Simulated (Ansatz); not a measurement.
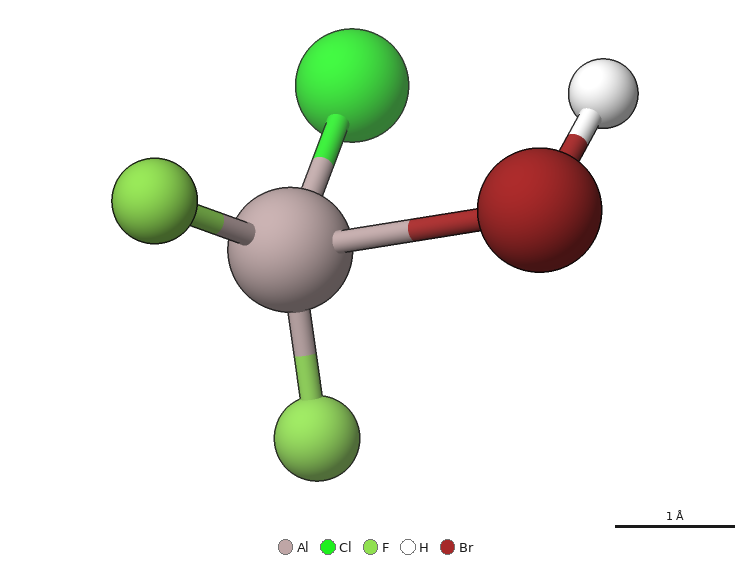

Computed geometry: PBE0-D4/def2-TZVP optimisation.

**What is the molecular formula?**

AlBrClF2H, 6 atoms: 1 aluminium, 1 bromine, 1 chlorine, 2 fluorine and 1 hydrogen.

**Give the symmetry (Schoenflies symbol).**

Cs.

**Count the bonded pairs by element.**

2 Al–F, 1 Al–Cl, 1 Br–H, 1 Al–Br. Sticks follow a distance rule.

More results for the same structure follow; atom numbers are the same in all pictures, views and colours differ.

## Dipole moment

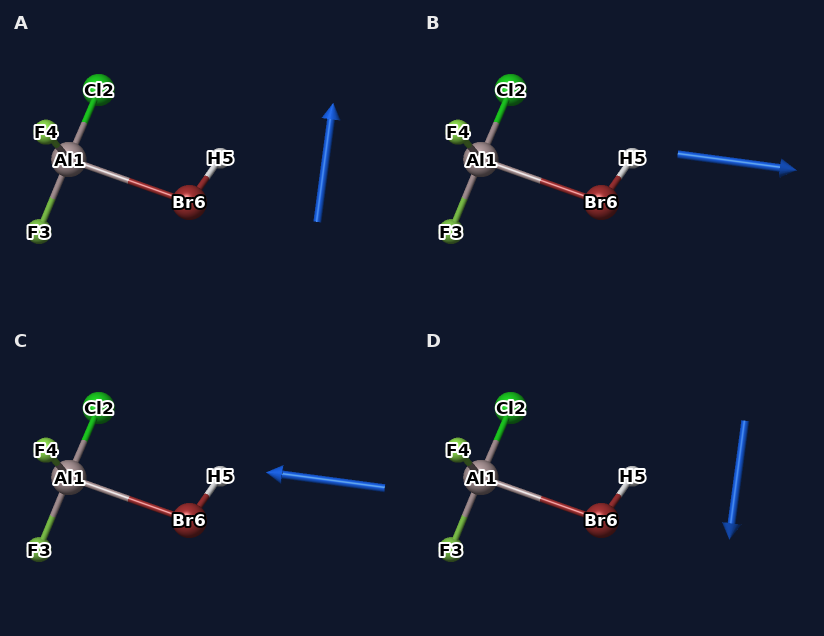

The same molecule four times, each with an arrow. Properties computed with RKS PBE0-D4/def2-TZVP (Ansatz 0.2.0).

**Which arrow points along the dipole moment, from the negative to the positive end?**

B. The dipole moment is 3.92 D; it points from the side of F3, F4 to the side of H5 (the outermost atoms at the two ends).

## Electronic properties

Level of theory: RKS PBE0-D4/def2-TZVPP (Ansatz 0.2.0).

**What is the HOMO energy (Kohn–Sham orbital)?**

−9.41 eV.

**What is the LUMO energy (Kohn–Sham orbital)?**

−1.50 eV.

## Vibrations

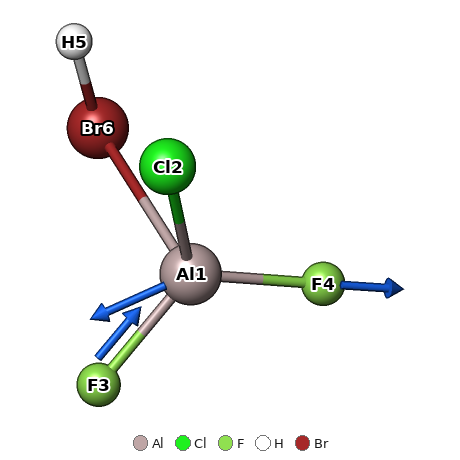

The arrows show one normal mode. Harmonic vibrations computed with RKS PBE0-D4/def2-TZVP (Ansatz 0.2.0) at a stationary point of the same level.

**Describe the motion.**

Mostly out-of-phase stretching of 2 Al–F bonds.

**At what wavenumber does it lie?**

921 cm⁻¹; it is mode 11 of 12 counted from the lowest.
